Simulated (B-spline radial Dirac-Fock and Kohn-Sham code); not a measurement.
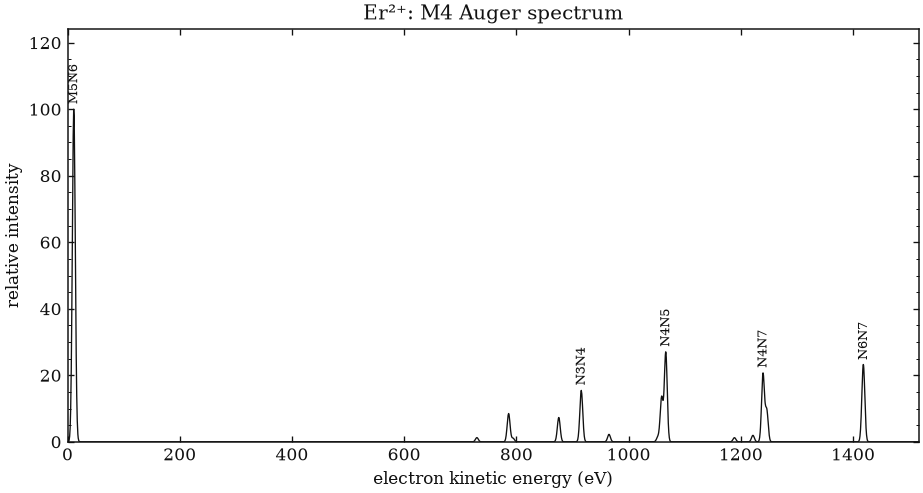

Figure. Auger and Coster–Kronig groups that fill an M4 (3d3/2) hole, broadened by 6.0 eV full width. Kinetic energies count from the vacuum level; very weak lines are left out. It refers to the ion Er²⁺ in the configuration [Xe] 4f12, inside a Watson sphere of charge −2 and radius 2.2 Å that stands in for a crystal. Method: independent-particle Coulomb rates on relativistic LDA orbitals, configuration-average energies from Dirac–Fock (computed with a B-spline radial atomic code).

Describe what the figure shows.

The strongest group is M4-M5N6 at 11.03 eV (36 % of the non-radiative width), followed by M4-N4N5 at 1.066 keV (11 %), M4-N6N7 at 1.419 keV (7.2 %), M4-N3N4 at 915.6 eV (6.3 %). The lines shown span 11.03 eV to 1.419 keV.
